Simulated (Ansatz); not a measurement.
Input

```
crystal:
  periodic: [false, false, false]
  atoms:
    - {symbol: Si, position_ang: [-0.693364, 0.918182, -0.217588]}
    - {symbol: Br, position_ang: [2.386442, -2.347044, -0.470479]}
    - {symbol: H, position_ang: [-2.146432, 0.707791, -0.444603]}
    - {symbol: H, position_ang: [-0.505054, 2.180620, 0.542716]}
    - {symbol: H, position_ang: [0.036432, 0.965855, -1.502181]}
    - {symbol: H, position_ang: [1.331623, -1.488859, 0.004930]}
    - {symbol: O, position_ang: [-0.036254, -0.366347, 0.606648]}
    - {symbol: H, position_ang: [-0.373392, -0.570299, 1.480558]}
basis:
  gaussian: {orbitals: def2-TZVPP}
hamiltonian: {xc: pbe0, dispersion: d4}
output: {orbitals: {seedname: orbitals}}
```

Command:

```sh
ansatz run in.yaml --threads 4 --pin off --events-out ev --progress --plain --max-ram 9574MiB
```

The product side of a reaction path; geometry: PBE0-D4/def2-TZVP.

These are results of Ansatz, RKS PBE0-D4/def2-TZVPP, not measurements.

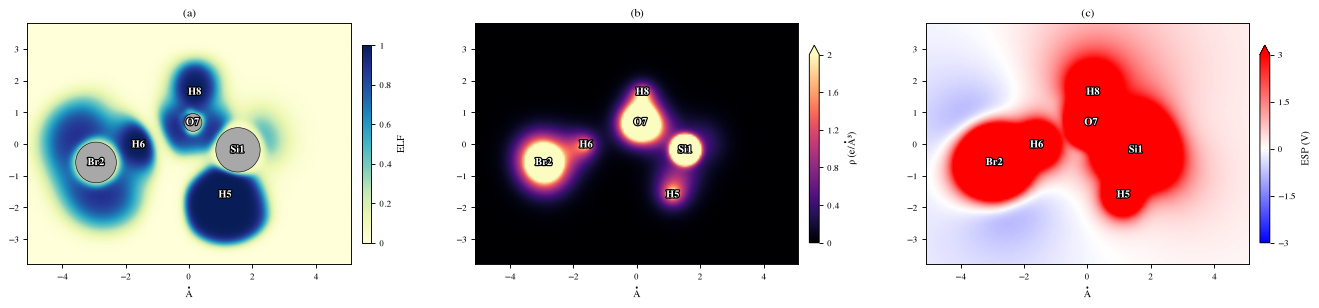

H$_{4}$OSi···HBr. (a) ELF; (b) total electron density; (c) electrostatic potential on the plane of atoms Si1, O7 and H8. Grey discs cover the atomic cores in the ELF map.

Question: What does the map show?

Answer: Atoms in the plane: Si, Br, H and O.
O7···H6 (1.87 Å): the density falls to about 0.22 e/Å³ on the way; the ELF dips to about 0.15 between them.
Si–O (1.66 Å): ρ at the midpoint is about 1.1 e/Å³; the ELF peaks at about 0.85 between the atoms, as expected for a shared but strongly polarised pair.
O–H (0.96 Å): ρ is about 3.8 e/Å³ halfway; the ELF climbs to about 1 towards the hydrogen, as it does in any bond to H; a covalent bond by its length.
Br–H (1.44 Å): ρ is about 1.6 e/Å³ halfway; the ELF climbs to about 1 towards the hydrogen.
Si–H (1.48 Å): ρ at the midpoint is about 0.85 e/Å³; the ELF climbs to about 1 towards the hydrogen.
The ELF also peaks beside Br2, away from the bonds: lone-pair regions.
Outside the dense part of the complex the potential is most negative (−0.8 V) near Br2.
